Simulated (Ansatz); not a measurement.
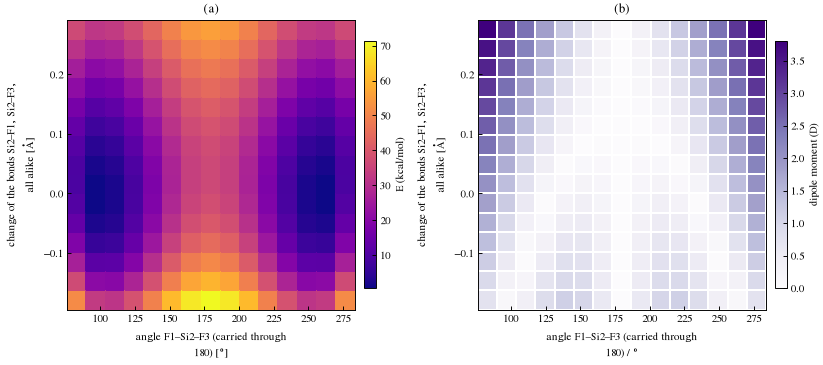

F2Si, SMILES F[Si]F. 
- The first coordinate is: angle F1–Si2–F3 (carried through 180); the second: change of the bonds Si2–F1, Si2–F3, all alike.
- Nothing is relaxed (all other coordinates rigid).
- The scan uses a 15 × 15 grid; 120 points were computed and 105 follow by symmetry.
- Points are written as (first, second).
- All energies are given in kcal/mol relative to the relaxed molecule at the same level.
- Theory: RKS PBE-D4/def2-TZVP in Ansatz 0.2.0.

Panel (a) is the energy; panel (b) is the computed dipole moment, in D.

Drawn: one coloured cell a grid point.

> How does the dipole moment vary over the map, and what is it at the lowest grid point?

Leaving out the highest fifth of the energies, it runs from 0.00 D at (180.0°, −0.016 Å) to 3.80 D at (83.1°, 0.276 Å). At the lowest grid point, (96.9°, 0.016 Å), it is 1.41 D.

```tsv
second ↓, first →	83.1	96.9	110.8	124.6	138.5	152.3	166.2	180.0	193.8	207.7	221.5	235.4	249.2	263.1	276.9
0.276	3.80	3.16	2.48	1.83	1.24	0.74	0.34	0.00	0.34	0.74	1.24	1.83	2.48	3.16	3.80
0.244	3.58	2.95	2.28	1.64	1.08	0.63	0.28	0.00	0.28	0.63	1.08	1.64	2.28	2.95	3.58
0.211	3.36	2.73	2.07	1.45	0.91	0.51	0.22	0.00	0.22	0.51	0.91	1.45	2.07	2.73	3.36
0.179	3.15	2.51	1.86	1.26	0.75	0.38	0.15	0.00	0.15	0.38	0.75	1.26	1.86	2.51	3.15
0.146	2.93	2.29	1.64	1.05	0.58	0.26	0.08	0.00	0.08	0.26	0.58	1.05	1.64	2.29	2.93
0.114	2.71	2.07	1.43	0.86	0.40	0.13	0.02	0.00	0.02	0.13	0.40	0.86	1.43	2.07	2.71
0.081	2.48	1.85	1.21	0.65	0.23	0.01	0.06	0.00	0.06	0.01	0.23	0.65	1.21	1.85	2.48
0.049	2.26	1.63	1.00	0.45	0.05	0.14	0.12	0.00	0.12	0.14	0.05	0.45	1.00	1.63	2.26
0.016	2.04	1.41	0.78	0.25	0.13	0.27	0.20	0.00	0.20	0.27	0.13	0.25	0.78	1.41	2.04
−0.016	1.82	1.19	0.58	0.05	0.30	0.40	0.27	0.00	0.27	0.40	0.30	0.05	0.58	1.19	1.82
−0.049	1.60	0.97	0.36	0.15	0.47	0.53	0.34	0.00	0.34	0.53	0.47	0.15	0.36	0.97	1.60
−0.081	1.39	0.76	0.16	0.34	0.64	0.66	0.40	0.00	0.40	0.66	0.64	0.34	0.16	0.76	1.39
−0.114	1.17	0.55	0.04	0.53	0.81	0.78	0.47	0.00	0.47	0.78	0.81	0.53	0.04	0.55	1.17
−0.146	0.96	0.35	0.23	0.70	0.96	0.90	0.53	0.00	0.53	0.90	0.96	0.70	0.23	0.35	0.96
−0.179	0.75	0.15	0.42	0.88	1.11	1.02	0.59	0.00	0.59	1.02	1.11	0.88	0.42	0.15	0.75
```
